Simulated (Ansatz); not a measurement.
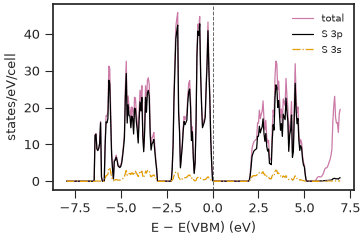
Figure. Total and projected density of states of S (S12-ring, space group No. 58), PBEsol in the plane-wave PAW code Ansatz

Which orbitals carry the states next to the gap?

Top 1 eV of the valence band: S 3p 95 %. Bottom 1 eV of the conduction band: S 3p 77 %, S 3s 12 %, outside the projected shells 10 %. Projections are on Löwdin-orthogonalised atomic valence shells; empty p or d shells of many metals are not among them.

Where is the tallest occupied peak in this window, and what makes it?

Near -1.9 eV, about 46 states/eV per cell; the largest projected share is S 3p.

Space group Pnnm (S12-ring). The first step of the workflow began from a Materials Project structure, measured or hypothetical; the Crystallography Open Database files this formula in space group No. 58, but the cells were not matched. It is not the phase usual at ambient conditions (space group No. 70). The PBEsol relaxation kept the symmetry of its start; whether a distortion lowers the energy is not shown. A crystal of weakly bound molecules computed without a dispersion correction: the cell and the soft elastic constants depend strongly on that.

Potentials: the later of the program's two PAW sets.
